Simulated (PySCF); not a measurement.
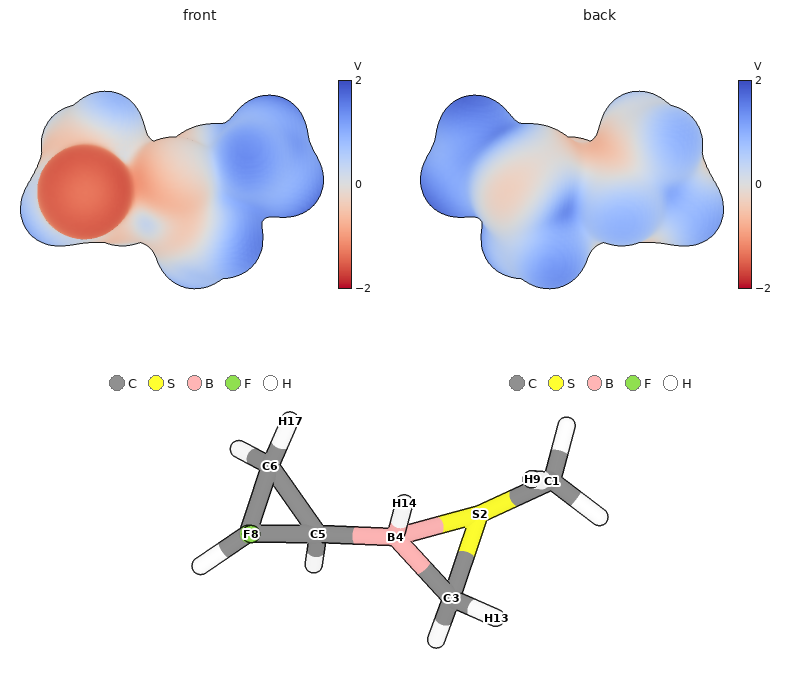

C5H10BFS. The molecular electrostatic potential painted on the density surface at 0.004 e/bohr³, seen from the front and from behind; the colour scale runs from red (negative) to blue (positive). The bare structure is drawn below in the same view.

Geometry: GFN2-xTB.

Method: PySCF 2.14.0, CAM-B3LYP/def2-SVPD, SCF density, gas phase.

```json
{"atom": "C", "x (Å)": "2.9716", "y (Å)": "0.1847", "z (Å)": "-0.4710"}
{"atom": "S", "x (Å)": "1.5771", "y (Å)": "-0.9872", "z (Å)": "-0.4211"}
{"atom": "C", "x (Å)": "0.9583", "y (Å)": "-0.7097", "z (Å)": "1.2833"}
{"atom": "B", "x (Å)": "0.0557", "y (Å)": "0.1592", "z (Å)": "0.3451"}
{"atom": "C", "x (Å)": "-1.3557", "y (Å)": "-0.4107", "z (Å)": "-0.0808"}
{"atom": "C", "x (Å)": "-2.1109", "y (Å)": "0.1699", "z (Å)": "-1.2609"}
{"atom": "C", "x (Å)": "-2.6028", "y (Å)": "0.4014", "z (Å)": "0.1221"}
{"atom": "F", "x (Å)": "-2.4980", "y (Å)": "1.6619", "z (Å)": "0.6432"}
{"atom": "H", "x (Å)": "2.6406", "y (Å)": "1.1630", "z (Å)": "-0.1398"}
{"atom": "H", "x (Å)": "3.7683", "y (Å)": "-0.1890", "z (Å)": "0.1662"}
{"atom": "H", "x (Å)": "3.3137", "y (Å)": "0.2323", "z (Å)": "-1.5000"}
{"atom": "H", "x (Å)": "0.5940", "y (Å)": "-1.6505", "z (Å)": "1.6797"}
{"atom": "H", "x (Å)": "1.7478", "y (Å)": "-0.3046", "z (Å)": "1.9042"}
{"atom": "H", "x (Å)": "0.3047", "y (Å)": "1.2911", "z (Å)": "0.1617"}
{"atom": "H", "x (Å)": "-1.5161", "y (Å)": "-1.4745", "z (Å)": "0.0721"}
{"atom": "H", "x (Å)": "-2.6770", "y (Å)": "-0.4865", "z (Å)": "-1.9044"}
{"atom": "H", "x (Å)": "-1.6631", "y (Å)": "1.0114", "z (Å)": "-1.7665"}
{"atom": "H", "x (Å)": "-3.5171", "y (Å)": "-0.0560", "z (Å)": "0.4820"}
```

Q: Describe the electrostatic potential map.

A: The most negative region (about −1.5 V) lies over F8, the most positive (about +1.6 V) over H10 and H11.
